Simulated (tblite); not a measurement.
# Molecular dynamics, with input and output: C5H5FO (part 2 of 2)

C5H5FO; GFN2-xTB Langevin dynamics, gas phase (tblite 0.8.0). 

Geometry of the input (Å):
```
O  -2.0398  -0.6604  0.2051
C  -0.8546  -0.2695  -0.4333
C  -0.3652  1.1287  -0.1321
C  0.9338  1.0959  0.1760
C  1.3669  -0.2918  0.1590
F  2.6277  -0.6412  0.4402
C  0.3641  -1.1154  -0.1549
H  -1.8975  -0.6395  1.1582
H  -1.0818  -0.3282  -1.5081
H  -1.0091  1.9852  -0.1924
H  1.5840  1.9178  0.4110
H  0.3761  -2.1842  -0.2329
```

### Trajectory as extended XYZ, continued
```
12
Properties=species:S:1:pos:R:3:forces:R:3 step=4550 time_fs=6825.0 energy=-598.01421 temperature=508.8
O     0.8217   -5.0635   -3.8355   -2.0430   0.7990  -1.1610
C    -0.4128   -4.6913   -3.2271    1.4090  -1.6030   1.6120
C    -1.2822   -5.7682   -2.5395   -1.1990   1.3830  -0.1300
C    -1.8881   -5.1740   -1.4611    2.0340   0.0690  -1.6700
C    -1.2254   -3.8943   -1.2422   -0.0600   0.3030   2.0250
F    -1.3016   -3.1893   -0.0435   -0.4400  -0.6800  -1.3850
C    -0.3731   -3.6018   -2.2034    1.9110   1.3960  -0.8510
H     1.4235   -5.3641   -3.2098    1.4310  -0.7660   1.7290
H    -0.9024   -4.2407   -4.0131   -1.6670   0.5550  -2.0550
H    -1.6357   -6.6425   -3.0907    0.4040   0.3170   0.5240
H    -2.6432   -5.5151   -0.8328   -0.8120  -0.6570   0.7190
H     0.3000   -2.7190   -2.3978   -0.9680  -1.1170   0.6420
12
Properties=species:S:1:pos:R:3:forces:R:3 step=4900 time_fs=7350.0 energy=-597.97942 temperature=343.4
O    -0.5763   -4.1116   -3.8376   -2.5290  -0.9600   0.1910
C    -1.9142   -4.6993   -3.4379    1.9890   1.1000  -2.8600
C    -1.8998   -6.1764   -3.2724    0.6930   0.2940   0.5790
C    -2.3001   -6.4689   -2.0413   -0.9030   2.7770  -0.3200
C    -2.7976   -5.2121   -1.4346   -0.6480   0.0730   0.5480
F    -3.5344   -5.1341   -0.2531    1.2140  -0.2990  -1.4720
C    -2.5674   -4.1792   -2.2635   -0.1800   1.0350   2.3500
H    -0.0564   -4.1050   -3.0550    0.7340  -0.0040   0.8700
H    -2.4629   -4.4139   -4.3362   -0.4110  -0.0510  -0.2170
H    -1.4804   -6.7992   -4.0091    0.3260  -0.5540  -0.4480
H    -2.2955   -7.3121   -1.4967   -0.1750  -2.7820   1.2550
H    -2.6863   -3.1258   -1.9859   -0.1100  -0.6280  -0.4770
12
Properties=species:S:1:pos:R:3:forces:R:3 step=5250 time_fs=7875.0 energy=-598.00416 temperature=457.6
O    -2.7091   -4.3931   -3.6488    1.5110  -0.4930   1.2010
C    -3.2424   -5.0201   -2.4608    0.6380   2.4210  -0.7970
C    -2.9829   -6.4416   -2.4214    0.1490  -0.4080  -0.9740
C    -2.5805   -6.8336   -1.2285    0.7290  -0.5510   0.6430
C    -2.4787   -5.6573   -0.3730   -0.1330   0.4180  -0.6280
F    -2.1136   -5.6559    0.9342   -0.1960  -0.1170  -0.9660
C    -2.7283   -4.5599   -1.1365    0.0520   0.5460   2.5200
H    -1.7170   -4.4963   -3.5585   -1.3720   0.2810  -0.4020
H    -4.2885   -4.8016   -2.5829   -0.7890   0.1210   0.3020
H    -2.9118   -6.8305   -3.4003   -0.2500  -1.2570  -0.3550
H    -2.2116   -7.8148   -1.0492   -0.0420  -0.3890   0.5950
H    -2.6830   -3.5810   -0.6142   -0.2960  -0.5720  -1.1380
12
Properties=species:S:1:pos:R:3:forces:R:3 step=5600 time_fs=8400.0 energy=-597.85029 temperature=481.2
O    -3.2045   -3.8278   -2.9248   -0.7060   1.6330  -0.8260
C    -3.1695   -4.8422   -2.0103    1.0680  -1.1480   1.2130
C    -2.5400   -6.0490   -2.6200   -1.0560  -1.3740  -0.5610
C    -1.5333   -6.4930   -1.8430   -0.7720  -2.3340  -2.7940
C    -1.4659   -5.6501   -0.7338    1.5680  -0.0550   2.0230
F    -0.6202   -5.9517    0.2593    0.3110   0.0890   0.3750
C    -2.2892   -4.6311   -0.7642   -1.6980   0.4920  -1.2620
H    -2.3361   -3.6667   -3.3620   -0.6720  -0.4740   0.6730
H    -4.1334   -5.1573   -1.4957    0.3500   0.7820  -1.2550
H    -3.0877   -6.5140   -3.4736    1.1380   0.4170   0.6540
H    -1.0319   -7.4593   -2.0843   -0.0490   1.2210   0.6760
H    -2.7152   -3.9240   -0.1240    0.5170   0.7500   1.0860
12
Properties=species:S:1:pos:R:3:forces:R:3 step=5950 time_fs=8925.0 energy=-597.87488 temperature=453.0
O    -4.3850   -3.7551   -2.6543    2.3540   0.6210  -2.2170
C    -3.7556   -4.2938   -1.5551   -0.2400  -0.1640   0.4660
C    -2.8381   -5.4341   -1.8377   -1.5540   0.5160  -1.3340
C    -1.7229   -5.2190   -1.2093    2.8080  -3.3760  -0.2850
C    -1.8272   -4.1127   -0.3635    0.2760   0.5090   0.9210
F    -0.8686   -4.0667    0.5592    0.1540   1.1300   0.5780
C    -2.9600   -3.4499   -0.5907   -0.8840   1.6600   1.1710
H    -3.5941   -3.6813   -3.3204   -2.1800   0.2190   1.0540
H    -4.5691   -4.6848   -0.9805   -0.8380  -0.3990   0.8700
H    -3.0762   -6.1387   -2.5787   -0.1800  -0.7440  -0.5470
H    -0.8953   -5.9778   -1.2197   -0.6070   1.1790   0.1930
H    -3.4349   -2.5917   -0.0283    0.8900  -1.1510  -0.8700
12
Properties=species:S:1:pos:R:3:forces:R:3 step=6300 time_fs=9450.0 energy=-597.77206 temperature=498.7
O    -5.0007   -2.5139   -1.1051    0.3520   1.5990  -0.6620
C    -4.4262   -3.5978   -0.5286   -1.9760  -3.4230  -0.6310
C    -3.4422   -4.5885   -1.2011   -1.1060   0.5080  -0.0990
C    -2.8054   -5.2184   -0.2184    1.1410   0.3910   0.9040
C    -3.0169   -4.4704    1.0364    0.2690  -0.6500   0.4810
F    -2.2795   -4.6468    2.1728   -0.5560  -0.3190  -0.7740
C    -4.0349   -3.6178    0.9276    0.5490  -0.4640  -2.3770
H    -4.3741   -1.7981   -1.2677    0.2060   0.0850   0.1030
H    -5.4367   -4.2620   -0.6738    1.7190   0.2740   0.8470
H    -3.5099   -4.9242   -2.2355   -0.0030   0.3900   0.4540
H    -2.1596   -6.0894   -0.2990   -0.1250   0.4470   0.0900
H    -4.6564   -3.0715    1.5303   -0.4700   1.1620   1.6640
12
Properties=species:S:1:pos:R:3:forces:R:3 step=6650 time_fs=9975.0 energy=-597.80238 temperature=650.5
O    -3.0897   -2.2931   -0.4688    0.6280   2.1010   1.2710
C    -3.1693   -3.6778   -0.3021   -0.4080   1.6390  -1.1850
C    -2.2101   -4.3924   -1.1738   -0.0550  -0.4210   1.3100
C    -1.5079   -5.1596   -0.3487    2.5160  -1.6520  -1.3670
C    -1.8729   -4.9477    1.0269    0.9370   0.4060   0.0450
F    -1.2177   -5.2171    2.1547    0.4900  -1.0370  -0.0350
C    -2.8161   -4.0334    1.0329   -1.2080   0.4900   3.4300
H    -2.5562   -1.8690    0.3074   -1.1460  -1.1080  -1.7920
H    -4.1444   -4.0131   -0.5617   -1.3670  -0.0940  -0.3240
H    -2.1691   -4.2555   -2.2066    0.1240  -0.0200  -1.0090
H    -0.6629   -5.7469   -0.7556   -0.5940   0.0460   0.8020
H    -3.2001   -3.5796    1.9770    0.0820  -0.3520  -1.1450
12
Properties=species:S:1:pos:R:3:forces:R:3 step=7000 time_fs=10500.0 energy=-597.77650 temperature=558.3
O    -1.5361   -2.7709   -1.0385    1.0250   0.6750   0.1090
C    -1.9097   -4.0476   -0.6083    0.2660  -0.4610  -0.8550
C    -0.9728   -5.3196   -0.9684   -1.8820   1.9110   1.5930
C    -0.9938   -6.1095    0.1360   -1.0630   4.4910  -1.6000
C    -1.6011   -5.4022    1.2245   -1.8580   2.4450  -0.1620
F    -1.8284   -5.8368    2.4630    0.5300  -0.7640   0.3010
C    -2.1246   -4.1806    0.8722    0.7970  -2.1490  -0.9320
H    -0.8023   -2.3493   -0.5173   -0.8080  -0.8820  -0.3940
H    -2.8663   -4.1706   -1.2685    1.1550  -0.3410   1.2820
H    -0.5853   -5.2780   -1.9623    0.1520  -0.7480   0.0520
H    -0.6692   -7.0202    0.2535    1.8840  -4.4550   0.4090
H    -2.6248   -3.4855    1.4937   -0.1970   0.2760   0.1970
12
Properties=species:S:1:pos:R:3:forces:R:3 step=7350 time_fs=11025.0 energy=-597.91689 temperature=605.8
O     0.4078   -4.3344    0.4305   -1.2230  -0.0240  -0.0600
C    -0.8803   -4.3941   -0.1410   -1.0590  -0.2380   0.6010
C    -1.3131   -5.6488   -0.9253    0.0950   0.1390   1.4960
C    -2.4530   -6.1144   -0.3606    2.0960   0.5170  -0.3830
C    -2.7803   -5.3183    0.7930   -1.3580  -0.1650  -0.5980
F    -3.9992   -5.7325    1.2832    0.9710   1.1240   0.6940
C    -1.9203   -4.3075    0.9772   -0.4140  -0.2110  -0.7560
H     0.9778   -4.4477   -0.3030    1.2450  -0.1450  -0.8260
H    -1.1221   -3.4880   -0.7550    0.4280  -0.3720  -0.0190
H    -0.6215   -6.1668   -1.5570   -0.2250   0.1420  -0.5030
H    -3.0340   -6.9590   -0.5981   -0.3390  -0.6350  -0.4160
H    -1.9238   -3.3823    1.5010   -0.2190  -0.1340   0.7680
12
Properties=species:S:1:pos:R:3:forces:R:3 step=7700 time_fs=11550.0 energy=-597.80031 temperature=738.6
O     0.5172   -4.9172    1.2307    2.6020  -1.1960   1.5870
C    -0.4368   -4.1674    0.6807   -1.5170   2.2360  -0.5160
C    -1.0001   -4.9140   -0.4256   -1.7190  -1.5330  -1.9840
C    -2.3003   -5.2095   -0.2942    0.9920   1.0320   0.1890
C    -2.6681   -4.5037    0.9121   -1.1850  -1.0850   0.3880
F    -3.9504   -4.8195    1.2975    0.8080   1.1410   0.4730
C    -1.6419   -3.8683    1.5146   -2.1730   0.1330   0.8960
H     0.2688   -5.1167    2.1284    0.0360  -0.2540   0.5170
H    -0.0123   -3.2639    0.2362    0.2860   0.6600   0.1790
H    -0.3833   -5.2762   -1.1853    0.8630  -0.4310  -0.9130
H    -3.0149   -5.7132   -0.9082    0.1550  -0.1800  -0.1030
H    -1.8342   -3.2562    2.4151    0.8520  -0.5250  -0.7140
12
Properties=species:S:1:pos:R:3:forces:R:3 step=8050 time_fs=12075.0 energy=-597.98956 temperature=463.8
O     1.3551   -4.0517    0.0129    0.9580   0.1200   0.9580
C     0.2323   -4.5055   -0.6396   -0.7150   0.3920  -0.8470
C    -0.3400   -5.8785   -0.2376   -0.8800   0.5630  -0.8560
C    -1.6089   -5.6670    0.1743    0.5230  -1.7750  -0.5200
C    -1.8264   -4.2900    0.3389   -1.5200   1.7570  -0.1110
F    -3.0182   -3.9277    0.8979    0.6660   0.3090  -0.2490
C    -0.9073   -3.5331   -0.2581    0.5490   0.3840  -0.2740
H     1.0981   -3.8407    0.9383    0.3370  -0.2110  -0.6650
H     0.4937   -4.4852   -1.7787   -0.5430  -0.1670   1.7220
H     0.0769   -6.8160   -0.5537    0.1660   0.0900   0.1410
H    -2.4877   -6.3044    0.2117    0.6650  -0.3330   0.5310
H    -0.7796   -2.4354   -0.3369   -0.2070  -1.1290   0.1690
12
Properties=species:S:1:pos:R:3:forces:R:3 step=8400 time_fs=12600.0 energy=-598.02496 temperature=478.7
O    -0.5630   -2.9117   -1.6319   -0.5360   0.2060  -1.4190
C    -1.6058   -3.8529   -1.8675    1.3390   1.0260  -0.9950
C    -2.1024   -4.5985   -0.7235   -0.4340  -0.1100   1.7920
C    -3.4389   -4.4259   -0.6189    0.4960  -0.7100   1.2150
C    -3.8507   -3.5320   -1.6550   -1.7010  -0.9500  -0.8940
F    -5.2220   -3.3976   -1.9051    1.9000   0.3860   0.3110
C    -2.8119   -3.2178   -2.4375   -1.3700   1.0730  -0.3270
H    -0.2423   -2.9884   -0.7629    0.4720  -0.1810   1.5810
H    -1.1423   -4.5722   -2.5568   -0.3230  -0.1950  -0.4650
H    -1.3345   -4.9946   -0.0547   -0.8370  -0.3370  -0.1090
H    -4.1473   -4.7996    0.1164    0.4470  -0.0580  -0.2050
H    -2.9117   -2.4444   -3.1686    0.5480  -0.1520  -0.4850
```

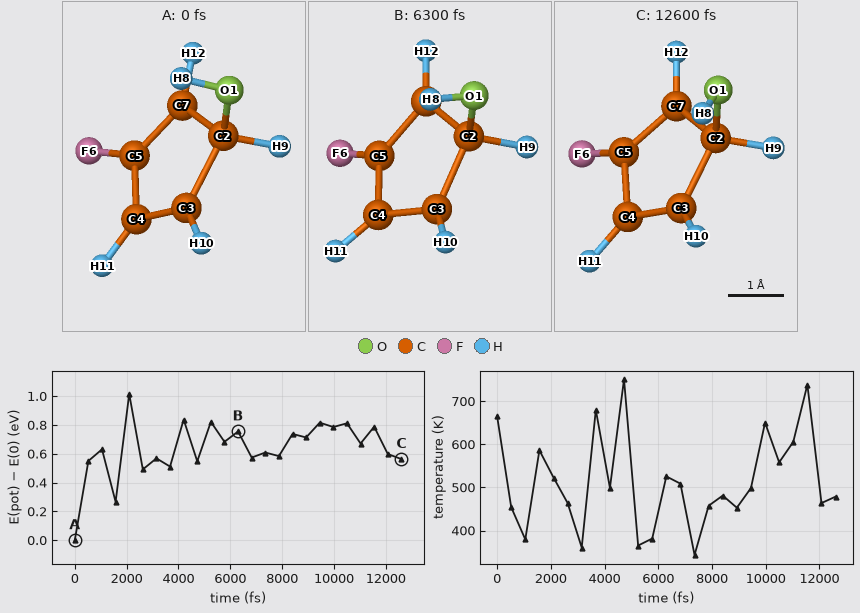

Fig. 1: Frames of the molecular dynamics (ball-and-stick, seen at a tilt) above the curves, on which the letters mark them. The trajectory kept here has 25 frames over 12600 fs. The temperature starts at 666 K, ranges from 343 to 751 K and averages 520 K over the second half. The potential energy ends 0.564 eV above its first value. After an unweighted best fit of the last frame on the first, the root-mean-square displacement is 0.26 Å, and H8 has moved furthest (0.73 Å).

### Summary

```tsv
quantity	value
outcome	finished
mean temperature over the second half	520 K
trajectory	25 frames kept, 12600 fs
hardware	1 CPU thread, shared host
wall time	57 s
peak memory	0.52 GiB
```
